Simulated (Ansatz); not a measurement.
C3H10GeO2 (SMILES COC(C)[O][GeH3])

Input file:

```
crystal:
  periodic: [false, false, false]
  atoms:
    - { symbol: C, position_ang: [-0.8153, -0.9218, 1.5341] }
    - { symbol: O, position_ang: [-1.0007, -0.5305, 0.1915] }
    - { symbol: C, position_ang: [-0.1087, 0.5193, -0.1515] }
    - { symbol: C, position_ang: [-0.8638, 1.8446, -0.0953] }
    - { symbol: O, position_ang: [0.3435, 0.3327, -1.4725] }
    - { symbol: Ge, position_ang: [1.5337, -1.0229, -1.4908] }
    - { symbol: H, position_ang: [-1.5724, -1.6921, 1.7866] }
    - { symbol: H, position_ang: [0.1902, -1.3755, 1.6773] }
    - { symbol: H, position_ang: [-0.9579, -0.0653, 2.2297] }
    - { symbol: H, position_ang: [0.7668, 0.6204, 0.5413] }
    - { symbol: H, position_ang: [-0.1939, 2.6759, -0.4024] }
    - { symbol: H, position_ang: [-1.7394, 1.8169, -0.7786] }
    - { symbol: H, position_ang: [-1.2198, 2.0413, 0.9379] }
    - { symbol: H, position_ang: [0.8521, -2.3309, -1.0129] }
    - { symbol: H, position_ang: [2.7272, -0.6887, -0.5593] }
    - { symbol: H, position_ang: [2.0584, -1.2234, -2.9353] }
basis:
  gaussian:
    orbitals: "6-31G*"
hamiltonian:
  xc: r2scan
output:
  orbitals: {}
  forces: true
```

Command:

```sh
python run_energy.py
```

Not at a stationary point (largest force 1.5 eV/Å).

These are results of SCF r2SCAN, Gaussian basis in Ansatz 0.2.0, not measurements.

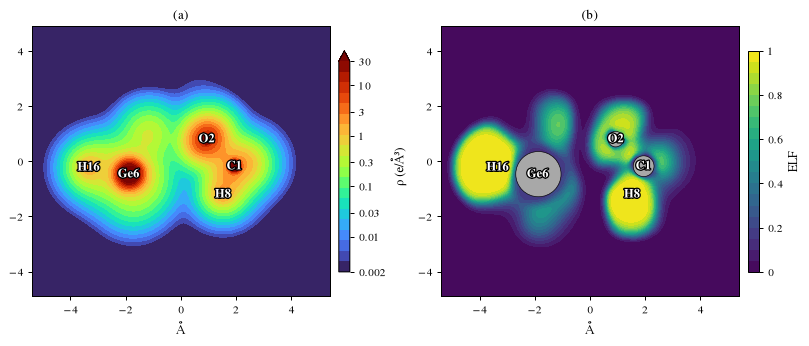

Figure 1. (a) electron density; (b) electron localisation function on the plane of atoms O2, C1 and H8. Grey discs cover the atomic cores in the ELF map.

Question: Read the bonding off the picture.

Answer:
- Atoms in the plane: C, O, Ge and H.
- C–O (1.41 Å): the density is about 2 e/Å³ at the midpoint, with its minimum of 1.8 e/Å³ about 0.5 Å from C; the ELF peaks at about 0.90 between the atoms (a polar covalent bond).
- C–H (1.11 Å): ρ at the midpoint is about 1.9 e/Å³; the ELF climbs to about 1 towards the hydrogen, as it does in any bond to H (an ordinary covalent bond to hydrogen).
- Ge–H (1.55 Å): ρ at the midpoint is about 1 e/Å³; the ELF climbs to about 1 towards the hydrogen.
- The ELF also peaks beside O2, away from the bonds: lone-pair regions.

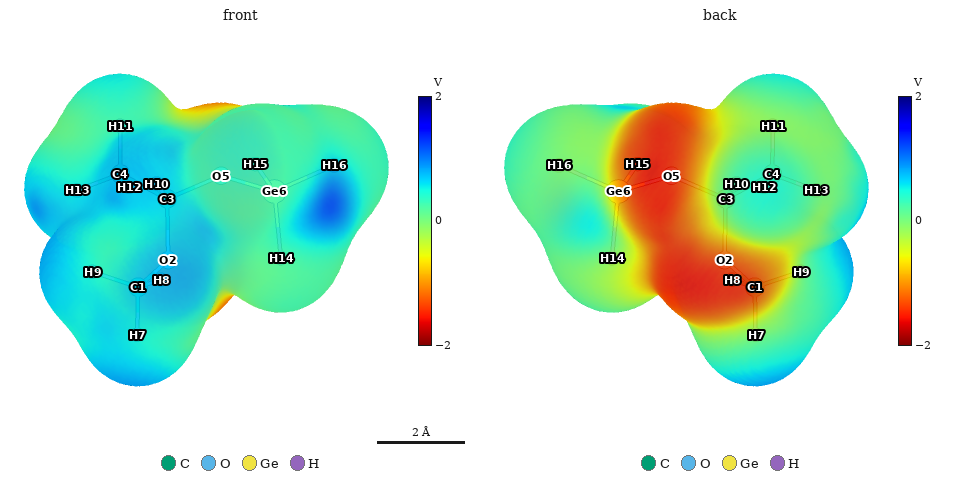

Figure 2. The molecular electrostatic potential painted on the density surface at 0.002 e/bohr³, seen from the front and from behind; red is negative and blue positive.

Question: Describe the electrostatic potential map.

Answer: The most negative region (about −1.6 V) lies over O2 and O5, the most positive (about +1.0 V) over Ge6.

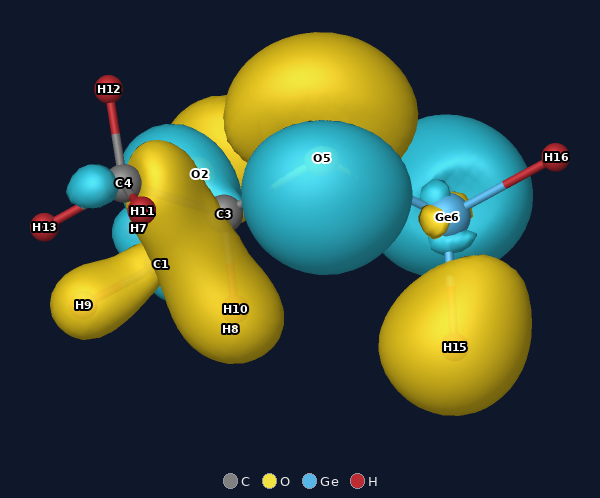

Figure 3. The HOMO−1 at ±0.08 Å⁻³ᐟ² (yellow and cyan are the two phases), seen from one side.

Question: Describe this orbital and give its energy.

Answer: By Hirshfeld shares it lies mainly on O5 (about 55 %), O2 (about 10 %), Ge6 (about 10 %), H14 (about 5 %) and C3 (about 5 %). Its energy is −6.92 eV.
